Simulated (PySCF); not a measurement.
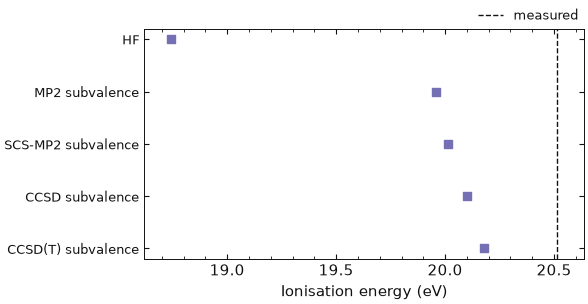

The ionisation energy of Ga⁺ ([Ar] 3d¹⁰ 4s² → [Ar] 3d¹⁰ 4s) across levels of theory. PySCF, x2c-TZVPPall plus 1 diffuse shell for each l, spin-free X2C-1e, unrestricted single determinants, no spin-orbit coupling. Methods marked “subvalence” freeze 10 core electrons.

How do the methods compare?

Answer. The values run from 18.74 eV (HF) to 20.18 eV (CCSD(T) subvalence). The measured value is 20.52 eV; nearest to it come CCSD(T) subvalence (−0.34) and CCSD subvalence (−0.41), furthest HF (−1.77 eV).

| Method | Ionisation energy (eV) |
| --- | --- |
| HF | 18.74 |
| MP2 subvalence | 19.96 |
| SCS-MP2 subvalence | 20.01 |
| CCSD subvalence | 20.10 |
| CCSD(T) subvalence | 20.18 |
